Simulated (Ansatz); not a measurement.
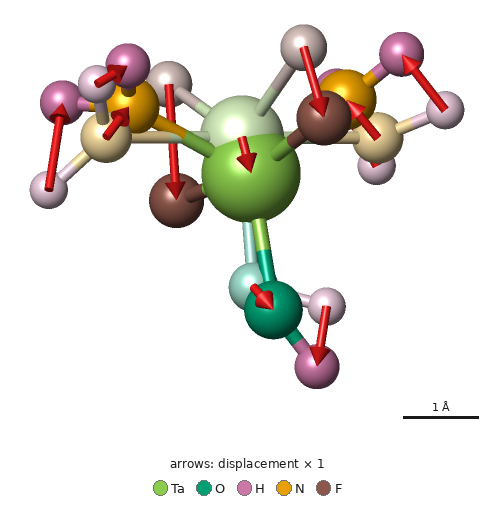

This is a relaxation of TaN2H5OF2. The starting structure is drawn faded, the final one solid; red arrows show the displacements, at their true length. The two geometries are superimposed by the best rigid fit.

Style: ball-and-stick. Shown at a tilt.

The run prepares the start of a later molecular dynamics calculation, from a guessed geometry.

Computed with Ansatz 0.2.0, RKS B3LYP-D4/def2-SVP.

Input
```yaml
crystal:
  periodic: [false, false, false]
  atoms:
    - { symbol: Ta, position_ang: [0.0, 0.0, 0.0] }
    - { symbol: O, position_ang: [2.02, 0.0, 0.0] }
    - { symbol: H, position_ang: [2.3571, -0.5308, 0.7903] }
    - { symbol: "N", position_ang: [0.0, 0.0, 2.16] }
    - { symbol: H, position_ang: [-0.2456, -0.8845, 2.69] }
    - { symbol: H, position_ang: [0.2456, 0.8845, 2.69] }
    - { symbol: "N", position_ang: [0.0, 0.0, -2.16] }
    - { symbol: H, position_ang: [-0.6116, -0.6845, -2.69] }
    - { symbol: H, position_ang: [0.6116, 0.6845, -2.69] }
    - { symbol: F, position_ang: [-0.965, 1.6714, 0.0] }
    - { symbol: F, position_ang: [-0.965, -1.6714, 0.0] }
basis:
  gaussian: { orbitals: def2-SVP }
hamiltonian:
  xc: b3lyp
  dispersion: d4
relax:
  f_tol: 0.02
  max_steps: 40
```

Command:
```bash
ansatz run input.yaml --threads 2 --pin off --max-ram 3072MiB --backend cpu --events-out ev --progress --plain --runs-dir out
```

> What happened in the run?

After 14 geometry steps the energy has fallen by 40.1 kcal/mol. Largest force component: 1.9 eV/Å at the start, 0.0095 eV/Å at the end. The atom that moves furthest after the best rigid fit is F10 (1.55 Å). By element the largest moves are F 1.55 Å, H 1.33 Å, N 0.67 Å, O 0.52 Å, Ta 0.51 Å. Among the contacts that change: Ta1–N4 2.160 → 1.993 Å, Ta1–O2 2.020 → 1.904 Å, O2–H3 1.010 → 0.961 Å, N4–H5 1.060 → 1.018 Å. Among the angles between lasting bonds that change: N4–Ta1–N7 180.0° → 120.9°, F10–Ta1–F11 120.0° → 167.9°, Ta1–O2–H3 109.5° → 145.2°. Groups turn about Ta1–O2 by about 35°. Cost: 92 s on 2 threads of Arm Neoverse V1, on a shared host, peak memory 0.32 GiB.
